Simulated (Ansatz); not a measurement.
# BGeH5O2: vertical energies of changing the electron count, by script

What does it cost to change the electron count of BGeH5O2? Aim: vertical energies of changing the electron count, for BGeH5O2, run from a script. SMILES: O[BH][GeH2][OH].

Program: Ansatz 0.2.0, driven from Python. Level of theory: Hartree-Fock/def2-SVPD. These are calculated values, not measurements.

### 1 The structure

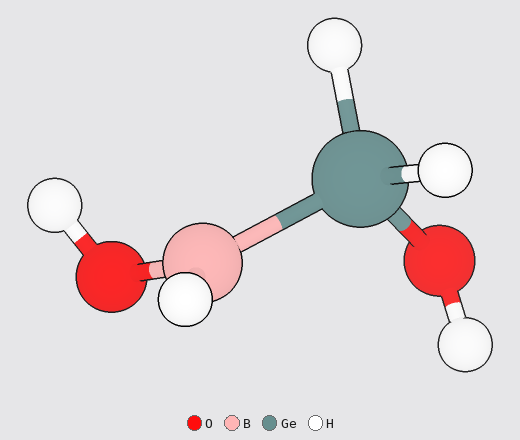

The starting structure, viewed from a chosen angle; oxygen red, boron pink, germanium teal, hydrogen white.

The script holds or builds the structure itself.

### 2 Script

The input, ip_bgeh5o2.py:

```python
"""Removing and adding an electron on BGeH5O2 at fixed geometry."""

import ansatz as az
from ase import Atoms


def single_point(molecule, charge=0, unpaired=0):
    calc = (
        molecule.calculation()
        .basis(gaussian="def2-SVPD")
        .functional("hf")
    )
    if charge:
        calc = calc.charge(charge)
    if unpaired:
        calc = calc.spin("collinear", total=unpaired)
    report = calc.run(threads=1, pin="off").report
    if report["published_state_doubts"]:
        print("  doubts:", report["published_state_doubts"])
    return report["free_energy_ev"]

atoms = Atoms(["O", "B", "Ge", "O", "H", "H", "H", "H", "H"], positions=[
    (-1.0156, 1.0044, -1.4717),
    (0.1074, 0.93, -0.6263),
    (0.3771, -0.7448, 0.44),
    (-0.8963, -0.9862, 1.5604),
    (-0.7679, 0.6846, -2.3767),
    (0.8836, 1.8394, -0.5576),
    (0.5537, -1.9558, -0.5016),
    (1.7558, -0.5899, 1.2682),
    (-0.9093, -0.228, 2.2481),
])
molecule = az.Crystal.molecule_from_ase(atoms)

# total-energy differences at one geometry
parent = single_point(molecule, 0, 0)
cation = single_point(molecule, 1, 1)
print(f"E(N)   = {parent:.5f} eV")
print(f"E(N-1) = {cation:.5f} eV  (1 unpaired)")
print(f"vertical ionisation energy {cation - parent:.3f} eV")
anion = single_point(molecule, -1, 1)
print(f"E(N+1) = {anion:.5f} eV  (1 unpaired)")
print(f"vertical electron affinity {parent - anion:.3f} eV" + ("" if anion < parent else " (unbound in this basis)"))
print(f"fundamental gap IP - EA = {cation + anion - 2 * parent:.3f} eV")
```

### 3 The input behind the calls

The package turns the script's settings into the engine's input (first run):

```yaml
crystal:
  periodic: [false, false, false]
  atoms:
    - { symbol: O, position_ang: [-1.0156, 1.0044, -1.4717] }
    - { symbol: B, position_ang: [0.1074, 0.93, -0.6263] }
    - { symbol: Ge, position_ang: [0.3771, -0.7448, 0.44] }
    - { symbol: O, position_ang: [-0.8963, -0.9862, 1.5604] }
    - { symbol: H, position_ang: [-0.7679, 0.6846, -2.3767] }
    - { symbol: H, position_ang: [0.8836, 1.8394, -0.5576] }
    - { symbol: H, position_ang: [0.5537, -1.9558, -0.5016] }
    - { symbol: H, position_ang: [1.7558, -0.5899, 1.2682] }
    - { symbol: H, position_ang: [-0.9093, -0.228, 2.2481] }
basis:
  gaussian:
    orbitals: def2-SVPD
hamiltonian:
  xc: hf
```

### 4 The run

Launch:

```sh
python ip_bgeh5o2.py
```

Standard output:

```text
E(N)   = -61288.41675 eV
E(N-1) = -61279.17579 eV  (1 unpaired)
vertical ionisation energy 9.241 eV
E(N+1) = -61287.89065 eV  (1 unpaired)
vertical electron affinity -0.526 eV (unbound in this basis)
fundamental gap IP - EA = 9.767 eV
```

It took 27 s on 1 thread of Arm Neoverse V2, shared host; peak memory 0.68 GiB.

### 5 Inputs of later runs

The engine's inputs for the other runs:

Run 2, against run 1:

```diff
@@ -17,0 +18,4 @@
+magnetization:
+  spin_polarized: true
+  initial_magnetization: 1.0
+total_charge: 1.0
```

Run 3, against run 1:

```diff
@@ -17,0 +18,4 @@
+magnetization:
+  spin_polarized: true
+  initial_magnetization: 1.0
+total_charge: -1.0
```

### 6 The runs side by side

The 3 runs, in the order started:

```
run              system  unpaired or total moment  energy (eV)  <S²>  SCF cycles  CPU time (s)
  1             BGeH5O2                   not set  -61288.4168  0.00          12           1.6
  2  BGeH5O2, charge +1                         1  -61279.1758  0.78         118            17
  3  BGeH5O2, charge -1                         1  -61287.8907  0.76          44           7.1
```

Totals carry meaning only in balanced differences at one level of theory.

### 7 What came out

```
                  quantity      value
vertical ionisation energy   9.241 eV
vertical electron affinity  -0.526 eV
             runs compared          3
```

In words: The ionisation energy is a difference of two total energies at the neutral geometry. The added electron isn't bound in this basis, so the negative affinity reflects the basis as much as the molecule. At this unrelaxed geometry removing an electron costs 9.24 eV and an added one is unbound in this basis (by 0.53 eV). Caveats:
- The geometry is a force-field or estimated start, not a minimum of this method, and the basis set is short of its limit. All parts are taken at fixed geometry, without zero-point energy. At an unrelaxed start these energies can be a whole eV from those at the minimum, and a small affinity can change sign.
- A negative electron affinity means that the anion is unbound here; its size hangs on the basis and tends to about zero as the basis grows, and so does its part in any gap built on it.
